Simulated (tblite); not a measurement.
Geometry relaxation of C7H15GaO (part 1 of 4)

C7H15GaO, SMILES C[CH2][Ga-]([C]#[O+])([CH2]C)[CH2]C, computed with GFN2-xTB geometry optimisation, gas phase (tblite 0.8.0).

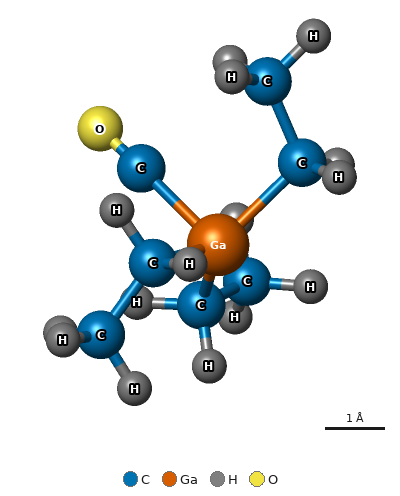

Figure 1. The structure as given in the input (ball-and-stick view, seen at a tilt). Sticks mark near contacts.

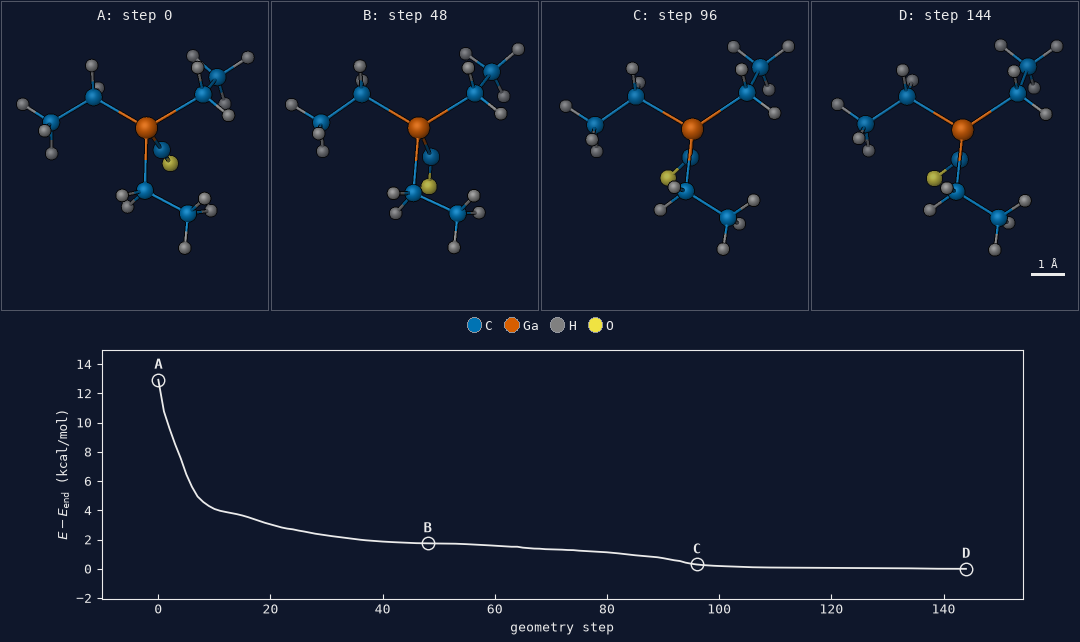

Figure 2. Frames of the relaxation (ball-and-stick view, seen at a tilt) above the curves, on which the letters mark them (steps are counted from 0).

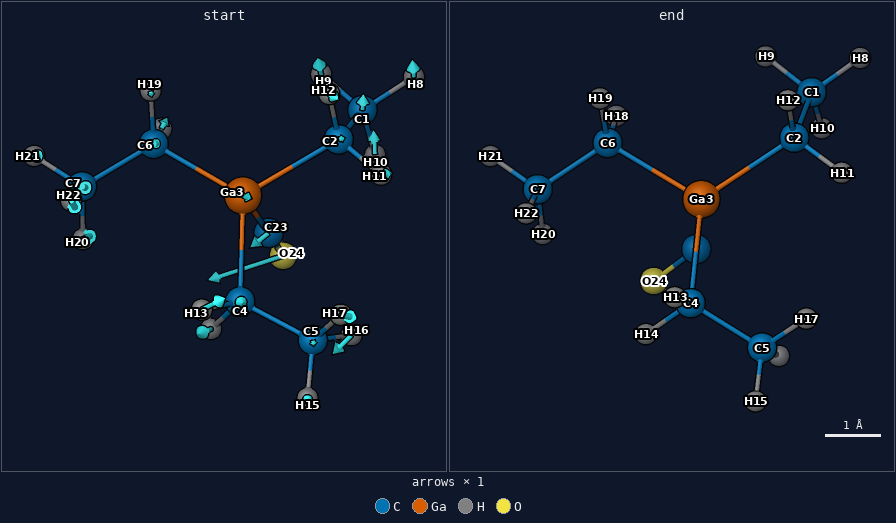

Figure 3. Before (left) and after (right) the relaxation, at one scale (ball-and-stick view, seen at a tilt). The teal arrows give the displacements, at true length. O24 moves most after the best rigid fit: 1.51 Å. By element the largest moves are O 1.51 Å, H 0.74 Å, C 0.49 Å, Ga 0.23 Å. Among the contacts that change: Ga3–C6 1.956 → 2.087 Å, Ga3–C4 1.974 → 2.075 Å, Ga3–C23 2.066 → 2.101 Å, C1–H10 1.122 → 1.091 Å. Among the angles that change: Ga3–C23–O24 177.2° → 136.0°, C2–Ga3–C23 91.6° → 113.2°, C6–Ga3–C23 94.9° → 84.4°. The energy falls by 12.9 kcal/mol in 144 geometry steps. The largest force component goes from 1.3 to 0.007 eV/Å. (Atoms are counted from 1 in the order of the input.)

These pictures come from the run below.

## The input
```
{"job": {"kind": "relax", "xc": "GFN2-xTB", "basis": "xTB"}, "charge": 0, "multiplicity": 1}
C     -1.160800     2.593900     0.446200
C     -0.940800     1.690500    -0.770500
Ga     0.166600     0.067800    -0.291500
C     -0.614300    -1.740200    -0.421800
C     -2.096000    -1.847700    -0.743000
C      2.008600     0.311600     0.320900
C      2.846800    -0.958200     0.430800
H     -1.733400     3.513700     0.179000
H     -0.225200     2.936900     0.906800
H     -1.763200     2.096200     1.251900
H     -1.894300     1.370900    -1.207300
H     -0.390600     2.229900    -1.530400
H     -0.012400    -2.312900    -1.117200
H     -0.398400    -2.254300     0.555400
H     -2.462100    -2.868400    -0.799300
H     -2.729200    -1.316000     0.002500
H     -2.307100    -1.380900    -1.730900
H      1.954500     0.808000     1.308600
H      2.511600     1.055000    -0.321600
H      2.384100    -1.697000     1.122100
H      3.854400    -0.765900     0.836800
H      2.962900    -1.457200    -0.535000
C     -0.643200     0.003300     1.608300
O     -1.111400    -0.074400     2.618100
```

The first line tells a small driver script what to run in tblite; the rest is the geometry in Å.

Launched with:
```bash
OMP_NUM_THREADS=1 python <driver script> task.json out
```

## The program's output
```
step      E/eV     max force
  0    -755.47200    1.541
  1    -755.56567    2.793
  2    -755.61676    1.533
  3    -755.66340    0.496
  4    -755.70511    0.619
  5    -755.75276    0.979
  6    -755.78954    0.895
  7    -755.81824    0.434
  8    -755.83432    0.256
  9    -755.84618    0.305
 10    -755.85515    0.220
 11    -755.86052    0.163
 12    -755.86407    0.159
 13    -755.86716    0.168
 14    -755.87057    0.170
 15    -755.87459    0.193
 16    -755.87943    0.201
 17    -755.88511    0.168
 18    -755.89099    0.144
 19    -755.89619    0.126
 20    -755.90080    0.143
 21    -755.90544    0.138
 22    -755.91011    0.288
 23    -755.91345    0.369
 24    -755.91561    0.631
 25    -755.91920    0.190
 26    -755.92206    0.163
 27    -755.92547    0.260
 28    -755.92859    0.150
 29    -755.93110    0.115
 30    -755.93355    0.102
 31    -755.93589    0.109
 32    -755.93807    0.089
 33    -755.94009    0.091
 34    -755.94211    0.103
 35    -755.94428    0.143
 36    -755.94637    0.121
 37    -755.94808    0.086
 38    -755.94944    0.084
 39    -755.95067    0.104
 40    -755.95187    0.110
 41    -755.95288    0.063
 42    -755.95369    0.055
 43    -755.95445    0.105
 44    -755.95526    0.116
 45    -755.95603    0.091
 46    -755.95658    0.044
 47    -755.95688    0.040
 48    -755.95715    0.053
 49    -755.95743    0.051
 50    -755.95761    0.026
 51    -755.95774    0.023
 52    -755.95791    0.042
 53    -755.95823    0.077
 54    -755.95880    0.105
 55    -755.95960    0.101
 56    -755.96043    0.053
 57    -755.96122    0.056
 58    -755.96206    0.083
 59    -755.96309    0.120
 60    -755.96416    0.107
 61    -755.96509    0.072
 62    -755.96600    0.104
 63    -755.96720    0.120
 64    -755.96719    0.511
 65    -755.96990    0.139
 66    -755.97123    0.081
 67    -755.97266    0.114
 68    -755.97304    0.082
 69    -755.97441    0.057
 70    -755.97485    0.063
 71    -755.97528    0.058
 72    -755.97592    0.060
 73    -755.97690    0.067
 74    -755.97726    0.403
 75    -755.97882    0.068
 76    -755.97978    0.067
 77    -755.98090    0.073
 78    -755.98146    0.054
 79    -755.98239    0.052
 80    -755.98369    0.064
 81    -755.98515    0.082
 82    -755.98680    0.088
 83    -755.98878    0.095
 84    -755.99081    0.086
 85    -755.99244    0.301
 86    -755.99390    0.095
 87    -755.99505    0.101
 88    -755.99674    0.142
 89    -755.99838    0.121
 90    -756.00104    0.133
 91    -756.00412    0.105
 92    -756.00732    0.338
 93    -756.00953    0.470
 94    -756.01434    0.140
 95    -756.01752    0.350
 96    -756.01983    0.345
 97    -756.02145    0.320
 98    -756.02265    0.152
 99    -756.02359    0.142
100    -756.02439    0.095
101    -756.02502    0.128
102    -756.02566    0.105
103    -756.02628    0.107
104    -756.02693    0.062
105    -756.02753    0.059
106    -756.02802    0.043
107    -756.02835    0.065
108    -756.02859    0.049
109    -756.02881    0.084
110    -756.02899    0.072
111    -756.02912    0.063
112    -756.02921    0.029
113    -756.02929    0.017
114    -756.02937    0.018
115    -756.02945    0.024
116    -756.02951    0.019
117    -756.02955    0.013
118    -756.02959    0.014
119    -756.02963    0.022
120    -756.02968    0.020
121    -756.02973    0.014
122    -756.02977    0.020
123    -756.02983    0.036
124    -756.02991    0.052
125    -756.03000    0.059
126    -756.03008    0.056
127    -756.03015    0.042
128    -756.03023    0.032
129    -756.03034    0.021
130    -756.03050    0.024
131    -756.03067    0.035
132    -756.03083    0.067
133    -756.03101    0.080
134    -756.03125    0.114
135    -756.03155    0.096
136    -756.03186    0.086
137    -756.03209    0.039
138    -756.03227    0.028
139    -756.03243    0.018
140    -756.03255    0.016
141    -756.03260    0.012
142    -756.03264    0.011
143    -756.03268    0.012
144    -756.03271    0.008
```

## Trajectory as extended XYZ (Å, eV, eV/Å), 34 of the 145 frames kept, from step=0 to step=144
```
24
Properties=species:S:1:pos:R:3:forces:R:3 step=0 energy=-755.47200
C    -1.1608    2.5939    0.4462   -0.9150   0.6340   0.5650
C    -0.9408    1.6905   -0.7705    0.0080  -0.2240   0.2810
Ga    0.1666    0.0678   -0.2915   -0.8680   0.4470   0.1040
C    -0.6143   -1.7402   -0.4218    0.0570  -1.2090   0.6720
C    -2.0960   -1.8477   -0.7430   -0.7470   0.6690  -0.4150
C     2.0086    0.3116    0.3209    1.0250   0.5210   0.3430
C     2.8468   -0.9582    0.4308    0.3420  -0.6400   0.5610
H    -1.7334    3.5137    0.1790    0.3460  -0.5020   0.0160
H    -0.2252    2.9369    0.9068   -0.0920  -0.2310  -0.1900
H    -1.7632    2.0962    1.2519    0.4820   0.3100  -0.7330
H    -1.8943    1.3709   -1.2073   -0.0450   0.2470   0.0170
H    -0.3906    2.2299   -1.5304   -0.0480   0.4990  -0.3960
H    -0.0124   -2.3129   -1.1172   -0.0280  -0.4470  -0.5250
H    -0.3984   -2.2543    0.5554   -0.2290   0.1740  -0.4260
H    -2.4621   -2.8684   -0.7993    0.1190  -0.2300   0.0720
H    -2.7292   -1.3160    0.0025    0.4660  -0.2230  -0.3590
H    -2.3071   -1.3809   -1.7309    0.1290  -0.1980   0.5360
H     1.9545    0.8080    1.3086    0.1440  -0.1080  -0.0960
H     2.5116    1.0550   -0.3216    0.1530  -0.1910   0.0320
H     2.3841   -1.6970    1.1221    0.0840   0.4380  -0.3820
H     3.8544   -0.7659    0.8368   -0.2760   0.0780  -0.2050
H     2.9629   -1.4572   -0.5350   -0.0410   0.1250   0.0370
C    -0.6432    0.0033    1.6083    0.6110   0.4230  -0.8450
O    -1.1114   -0.0744    2.6181   -0.6780  -0.3630   1.3350
24
Properties=species:S:1:pos:R:3:forces:R:3 step=4 energy=-755.70511
C    -1.1765    2.6128    0.4511   -0.1950   0.1320  -0.0480
C    -0.9454    1.7068   -0.7638   -0.0340   0.0260  -0.1630
Ga    0.1315    0.0813   -0.2740    0.0090  -0.0610   0.1740
C    -0.6208   -1.7922   -0.4188    0.1720  -0.1350   0.0920
C    -2.1085   -1.8490   -0.7510   -0.0670   0.1140  -0.1160
C     2.0498    0.3201    0.3346   -0.0520   0.2050  -0.0330
C     2.8607   -0.9689    0.4405    0.0420  -0.0350   0.1240
H    -1.7288    3.5094    0.1720   -0.0110   0.1090  -0.0530
H    -0.2333    2.9233    0.8957    0.1200   0.0050  -0.0020
H    -1.7521    2.1043    1.2270   -0.0290   0.0200  -0.1000
H    -1.8985    1.3909   -1.2056   -0.0770   0.2050   0.0200
H    -0.4059    2.2570   -1.5423   -0.1450   0.2450  -0.0700
H    -0.0225   -2.3446   -1.1474   -0.1500  -0.2630  -0.1520
H    -0.4133   -2.2664    0.5535   -0.1370  -0.2050  -0.1110
H    -2.4575   -2.8747   -0.7963   -0.1050  -0.2210  -0.0130
H    -2.7113   -1.3184   -0.0070    0.1230  -0.0290  -0.0220
H    -2.3028   -1.3808   -1.7207    0.0360  -0.0530   0.0760
H     1.9719    0.8081    1.3160    0.2530   0.0000   0.0370
H     2.5363    1.0495   -0.3259    0.2120  -0.1040   0.0400
H     2.3792   -1.6838    1.1135   -0.0100   0.0850  -0.0360
H     3.8554   -0.7626    0.8311    0.1270  -0.0290   0.0020
H     2.9609   -1.4496   -0.5312    0.0150   0.0140  -0.0600
C    -0.6356    0.0304    1.6282   -0.1570   0.1650   0.5760
O    -1.1257   -0.0984    2.6395    0.0570  -0.1930  -0.1630
24
Properties=species:S:1:pos:R:3:forces:R:3 step=9 energy=-755.84618
C    -1.1907    2.6462    0.4303    0.1250  -0.0810  -0.0740
C    -0.9598    1.7416   -0.7939   -0.0700   0.0940   0.0240
Ga    0.1196    0.0794   -0.2229    0.0510   0.0690  -0.1300
C    -0.6095   -1.8535   -0.4283   -0.1400   0.0560  -0.0600
C    -2.1060   -1.8723   -0.7613    0.0460  -0.0670   0.0660
C     2.0801    0.3468    0.3444    0.1140  -0.1140   0.0400
C     2.8767   -0.9600    0.4482   -0.0140   0.0110  -0.0800
H    -1.7324    3.5530    0.1526    0.0880  -0.0050   0.0470
H    -0.2302    2.9187    0.8779   -0.1030   0.0790  -0.0260
H    -1.7689    2.1164    1.1895   -0.0690   0.0760  -0.0070
H    -1.9356    1.4612   -1.2089    0.0020  -0.0160  -0.0490
H    -0.4606    2.3406   -1.5693   -0.0130  -0.1230   0.0330
H    -0.0754   -2.4355   -1.1928    0.0550   0.1120   0.1370
H    -0.4546   -2.3609    0.5315    0.0730  -0.1690  -0.0200
H    -2.4798   -2.9014   -0.8011   -0.0030   0.1570  -0.0280
H    -2.6736   -1.3248   -0.0082   -0.0610  -0.0230   0.0580
H    -2.2930   -1.3906   -1.7196    0.0010  -0.0480  -0.0760
H     2.0650    0.8212    1.3341    0.0800   0.1100  -0.0060
H     2.6176    1.0286   -0.3223   -0.0400   0.0830  -0.0300
H     2.3720   -1.6613    1.1120    0.0410  -0.0410   0.0610
H     3.8846   -0.7744    0.8285   -0.0750  -0.0440   0.0040
H     2.9644   -1.4342   -0.5309    0.0010   0.0080   0.0180
C    -0.6453    0.1059    1.7354    0.0060   0.0660  -0.1190
O    -1.1574   -0.1862    2.6939   -0.0940  -0.1920   0.2180
24
Properties=species:S:1:pos:R:3:forces:R:3 step=13 energy=-755.86716
C    -1.1877    2.6463    0.4233   -0.0730   0.0750   0.0310
C    -0.9695    1.7461   -0.7984    0.0200  -0.0640  -0.0110
Ga    0.1280    0.0883   -0.2348   -0.0470  -0.0130   0.1020
C    -0.6171   -1.8523   -0.4217    0.0660  -0.0280   0.0810
C    -2.1074   -1.8709   -0.7584   -0.0370   0.0410  -0.0140
C     2.0941    0.3475    0.3490   -0.0350   0.0820  -0.0180
C     2.8767   -0.9633    0.4458    0.0200  -0.0130   0.0450
H    -1.7177    3.5608    0.1561   -0.0130   0.0600  -0.0630
H    -0.2372    2.9322    0.8745    0.0500  -0.0380   0.0180
H    -1.7816    2.1316    1.1816    0.0040   0.0120   0.0040
H    -1.9434    1.4678   -1.2182   -0.0070  -0.0180  -0.0030
H    -0.4662    2.3352   -1.5735    0.0310  -0.0160  -0.0450
H    -0.0710   -2.4258   -1.1799    0.0540   0.1030  -0.0730
H    -0.4495   -2.3983    0.5173   -0.0080   0.0190   0.0340
H    -2.4880   -2.8908   -0.8064   -0.0160  -0.0720   0.0120
H    -2.6787   -1.3308   -0.0010   -0.0390   0.0210  -0.0340
H    -2.2907   -1.4018   -1.7264    0.0040   0.0410   0.0400
H     2.0941    0.8394    1.3317    0.0270   0.0070  -0.0110
H     2.6196    1.0352   -0.3250   -0.0070  -0.0200  -0.0390
H     2.3797   -1.6637    1.1188   -0.0130  -0.0100  -0.0240
H     3.8811   -0.7847    0.8296    0.0670  -0.0160   0.0040
H     2.9648   -1.4340   -0.5330   -0.0240  -0.0270  -0.0090
C    -0.6633    0.1177    1.7579   -0.1040  -0.0530   0.1010
O    -1.1616   -0.2270    2.7098    0.0800  -0.0730  -0.1290
24
Properties=species:S:1:pos:R:3:forces:R:3 step=17 energy=-755.88511
C    -1.1954    2.6654    0.4150    0.0590  -0.0340  -0.0720
C    -0.9776    1.7463   -0.8015    0.0150   0.0170   0.0200
Ga    0.1154    0.0962   -0.2052    0.0530  -0.0110   0.1590
C    -0.6171   -1.8600   -0.3996   -0.0610   0.1220  -0.0390
C    -2.1127   -1.8706   -0.7533    0.0810  -0.0630   0.0330
C     2.1077    0.3606    0.3515   -0.0170  -0.1070   0.0140
C     2.8837   -0.9652    0.4500   -0.0410   0.0710  -0.0450
H    -1.7053    3.5897    0.1355    0.0140  -0.0310  -0.0200
H    -0.2377    2.9298    0.8729   -0.0510  -0.0220  -0.0390
H    -1.7957    2.1562    1.1741   -0.0100   0.0670  -0.0470
H    -1.9498    1.4684   -1.2281    0.0080  -0.0040   0.0450
H    -0.4647    2.3165   -1.5880    0.0040  -0.0060   0.0460
H    -0.0475   -2.3744   -1.1901   -0.0960   0.0580   0.0920
H    -0.4456   -2.4364    0.5215   -0.0230   0.0410  -0.0790
H    -2.4971   -2.8933   -0.8070    0.0380   0.0560   0.0040
H    -2.6993   -1.3287   -0.0052    0.0640  -0.0360  -0.0450
H    -2.2856   -1.3960   -1.7218    0.0460   0.0000   0.0660
H     2.1354    0.8656    1.3282    0.0010  -0.0240  -0.0500
H     2.6205    1.0378   -0.3471   -0.0400  -0.1020   0.0180
H     2.3814   -1.6692    1.1195    0.0130   0.0990  -0.0250
H     3.8968   -0.8013    0.8299   -0.0920  -0.0100  -0.0600
H     2.9557   -1.4401   -0.5321    0.0090   0.0500   0.0740
C    -0.7018    0.1192    1.7811    0.0280  -0.0290  -0.0380
O    -1.1565   -0.3120    2.7182    0.0000  -0.1010  -0.0120
```
